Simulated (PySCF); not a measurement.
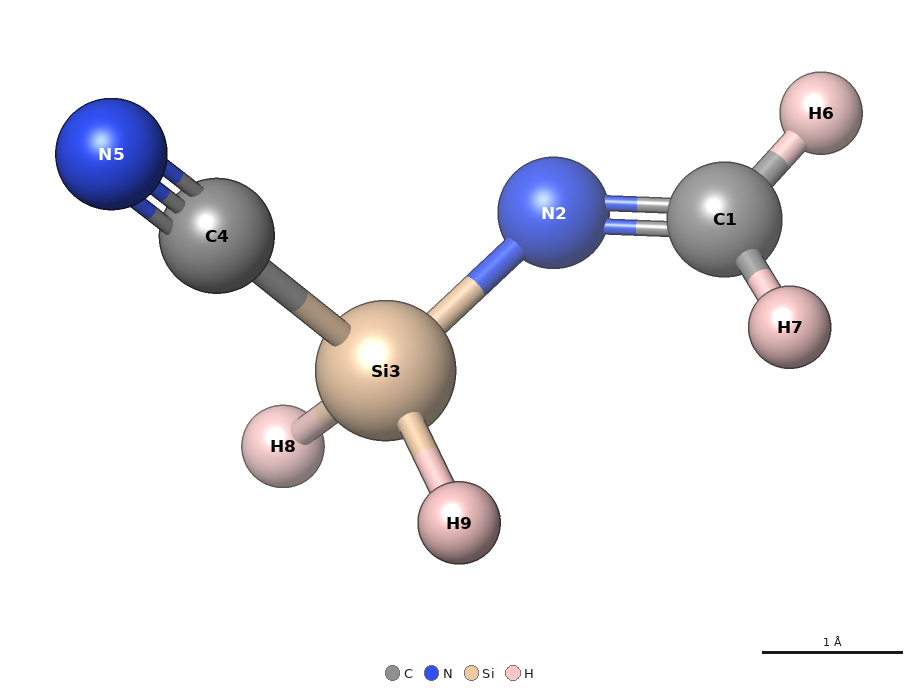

Orthographic view. Distant atoms are faded towards the background colour. Computed geometry: PBE0-D3(BJ)/def2-SVP optimisation. No frequency run is at hand to confirm it as a minimum.

Give the geometry as a Z-matrix, atoms in numerical order, with these reference atoms: 2 to 1; 3 to 2, 1; 4 to 3, 2, 1; 5 to 4, 2, 1; 6 to 1, 2, 3; 7 to 1, 6, 2; 8 to 3, 2, 1; 9 to 3, 8, 2.

```
C  
N    1   1.263
Si   2   1.745   1   125.2
C    3   1.859   2   106.6   1   117.6
N    4   1.159   2   145.5   1    84.3
H    1   1.105   2   120.2   3   180.0
H    1   1.112   6   115.1   2   180.0
H    3   1.484   2   109.5   1  -126.4
H    3   1.496   8   111.4   2  -127.8
```
